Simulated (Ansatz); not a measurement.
**Frequency calculation, with input and output: CHClInNO**

- system: CHClInNO
- method: HF/3-21G, RHF (Ansatz 0.2.0)

The geometry was optimised with HF/3-21G. Figures and captions count atoms from 1; the log counts them from 0 in places.

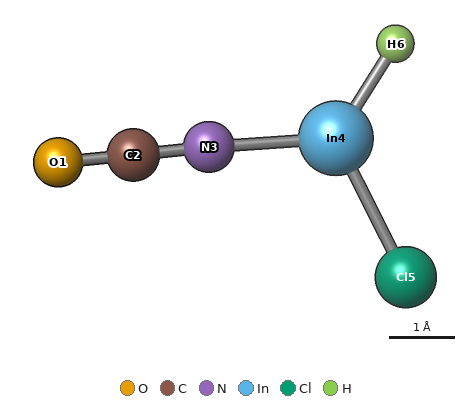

Fig. 1: The structure (ball-and-stick view, seen on its broad side; atoms are numbered from 1 in the order of the input). Sticks mark near contacts. Bond lengths as drawn: Cl–In 2.41 Å, C–N 1.18 Å, C–O 1.17 Å, H–In 1.74 Å and In–N 1.98 Å.

**Input file**
```yaml
crystal:
  periodic: [false, false, false]
  atoms:
    - symbol: O
      position_ang: [1.577875, -2.569267, 0.632634]
    - symbol: C
      position_ang: [0.954175, -1.592479, 0.452643]
    - symbol: "N"
      position_ang: [0.322821, -0.608843, 0.279718]
    - symbol: In
      position_ang: [-0.708959, 1.041226, -0.079911]
    - symbol: Cl
      position_ang: [-0.403714, 1.856910, -2.327672]
    - symbol: H
      position_ang: [-1.742197, 1.872452, 1.042588]
basis:
  gaussian: {orbitals: 3-21G.json}
phonons: {temperatures: {t_min: 298.15, t_max: 298.15, t_step: 1}}
hamiltonian: {xc: hf}
```

Launched with:
```bash
ansatz run molecule.yaml --threads 1 --pin off --max-ram 3480MiB --events-out events.jsonl --progress --plain --runs-dir runs
```

**Output**
```
Functional definition: HF
  name "HF"
  exchange = exact_x
  correlation = 0
1004 factors; integrals over basis functions are off by at most 1.3e-4 eV
mean field evaluation 1: about -172498.6935 eV, gradient 3.7e1 eV
mean field evaluation 2: about -172498.8391 eV, gradient 3.7e1 eV
mean field evaluation 4: about -172501.7111 eV, gradient 2.7e0 eV
mean field evaluation 8: about -172501.7415 eV, gradient 1.1e-1 eV
mean field -172501.74157713 eV, -6339.3220770794 hartree, gradient 3.7e-5 eV, S^2 0.000000; 0 other end points of the search recorded, 0 dependent functions left out
the calculation of the forces begins
reference -172501.74157713 eV, -6339.3220770794 hartree; 44, 44 occupied and 31, 31 virtual orbitals, 1004 factors
these checks for a lower state are left out or cut short: stability, starts, cluster_reference, orbital_swaps, neighbouring_geometries, increment
1004 factors; integrals over basis functions are off by at most 1.3e-4 eV
mean field evaluation 16: about -172501.7415 eV, gradient 1.4e-3 eV
mean field -172501.74148032 eV, -6339.3220735219 hartree, gradient 2.6e-6 eV, S^2 0.000000; 0 other end points of the search recorded, 0 dependent functions left out
[... from here on the field's lines of each further geometry are left out, up to the last ...]
the calculation of the forces begins
reference -172501.74155756 eV, -6339.3220763604 hartree; 44, 44 occupied and 31, 31 virtual orbitals, 1004 factors
these checks for a lower state are left out or cut short: stability, starts, cluster_reference, orbital_swaps, neighbouring_geometries, increment
1004 factors; integrals over basis functions are off by at most 1.3e-4 eV
mean field -172501.74155748 eV, -6339.3220763574 hartree, gradient 2.6e-6 eV, S^2 0.000000; 0 other end points of the search recorded, 0 dependent functions left out
the calculation of the forces begins
reference -172501.74155748 eV, -6339.3220763574 hartree; 44, 44 occupied and 31, 31 virtual orbitals, 1004 factors
Total energy: -172501.74157713 eV, -6339.3220770794 hartree
Atom 0 at     1.577875    -2.569267     0.632634 Å, force    -0.000038     0.000019     0.000093 eV/Å
Atom 1 at     0.954175    -1.592479     0.452643 Å, force    -0.000038     0.000094    -0.000045 eV/Å
Atom 2 at     0.322821    -0.608843     0.279718 Å, force     0.000140    -0.000212    -0.000072 eV/Å
Atom 3 at    -0.708959     1.041226    -0.079911 Å, force    -0.000090     0.000151    -0.000034 eV/Å
Atom 4 at    -0.403714     1.856910    -2.327672 Å, force    -0.000011    -0.000005     0.000047 eV/Å
Atom 5 at    -1.742197     1.872452     1.042588 Å, force     0.000036    -0.000046     0.000011 eV/Å
Dipole moment:    -0.459840     0.288895     0.645930 e Å
Vibrations: 67.72 155.21 202.20 361.43 399.30 440.54 543.87 702.77 714.20 1546.46 1941.89 2474.50 cm⁻¹, zero-point energy 0.592030 eV
```

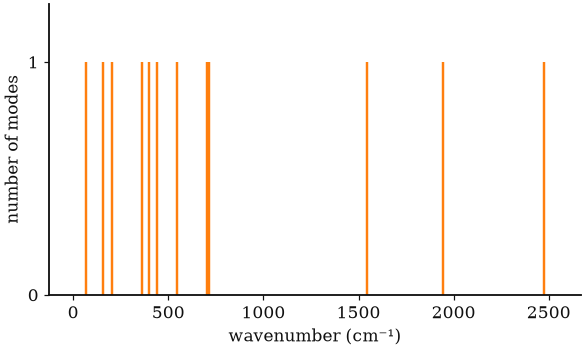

Fig. 2: Harmonic vibrational wavenumbers from the force constants; neighbouring modes closer than 11 cm⁻¹ are counted in one stick. 12 modes from 68 to 2474 cm⁻¹, none imaginary.

**Key numbers**

```tsv
quantity	value
outcome	converged
total energy	−6339.322077 hartree
basis functions	75
largest force	0.000 eV/Å
zero-point energy	0.021757 hartree
dipole moment	4.05 D
wavenumbers, lowest and highest	68 and 2474 cm⁻¹
hardware	1 thread of Arm Neoverse V1, 112 GiB of memory available, shared host
wall time	77 s
peak memory	0.17 GiB
```
